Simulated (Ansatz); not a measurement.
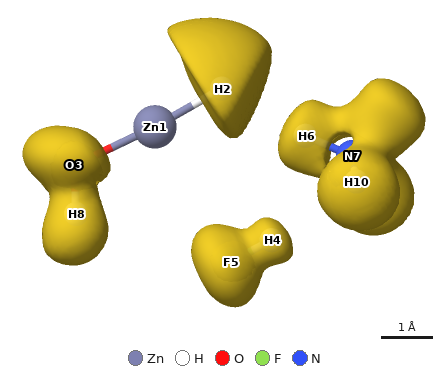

H₂OZn···HF···NH₃. Isosurface of the ELF at 0.75 (yellow), seen at an oblique angle. Core shells and regions of very low density are left out.

Not at a stationary point (largest force 1.2 eV/Å).

Level of theory: UKS PBE0-D4/def2-SVP in Ansatz 0.2.0.

Input file:

```
crystal:
  periodic: [false, false, false]
  atoms:
    - { symbol: Zn, position_ang: [0.4917, 1.0842, 1.2294] }
    - { symbol: H, position_ang: [0.5909, 1.2024, -0.7799] }
    - { symbol: O, position_ang: [0.6714, 1.1905, 2.9564] }
    - { symbol: H, position_ang: [-0.5255, -0.9495, -0.3436] }
    - { symbol: F, position_ang: [-0.4809, -0.7695, 0.8472] }
    - { symbol: H, position_ang: [0.2378, 0.4595, -1.323] }
    - { symbol: "N", position_ang: [-0.3493, -0.7017, -1.6444] }
    - { symbol: H, position_ang: [0.2881, 0.3991, 3.3353] }
    - { symbol: H, position_ang: [-1.1998, -0.5729, -2.1695] }
    - { symbol: H, position_ang: [0.2755, -1.3421, -2.108] }
magnetization:
  spin_polarized: true
basis:
  gaussian: { orbitals: def2-SVP }
hamiltonian:
  xc: pbe0
  dispersion: d4
relax:
  f_tol: 0.15
  max_steps: 25
  restrain:
    - { distance: [0, 4], at: 3.09, k: 30.0 }
    - { distance: [3, 6], at: 2.32, k: 30.0 }
    - { distance: [5, 1], at: 1.92, k: 30.0 }
    - { distance: [0, 1], at: 1.53, k: 30.0 }
    - { distance: [3, 4], at: 0.88, k: 30.0 }
    - { distance: [5, 6], at: 1.02, k: 30.0 }
output:
  orbitals: {}
```

Run with:

```sh
ansatz run input.yaml --threads 4 --pin off --max-ram 5120MiB --backend cpu --events-out ev --progress --plain --runs-dir out
```

The fields are those of the run's last geometry, not of the input's.

Question: Where are the electrons localised?

Answer: The surface consists of one region around a hydrogen nucleus, one joined region spread over several atoms (F, H), in which their bonds and any lone pairs are merged, one joined region spread over several atoms (H, N), in which their bonds and any lone pairs are merged and one joined region spread over several atoms (H, O), in which their bonds and any lone pairs are merged. Along the contacts the grid gives the following. Zn1···F5 (3.08 Å): the ELF dips to about 0 between them. Zn–O (1.77 Å): the ELF peaks at about 0.85 in the valence shell of O, 0.6 Å from its nucleus, and is about 0.20 at the midpoint.
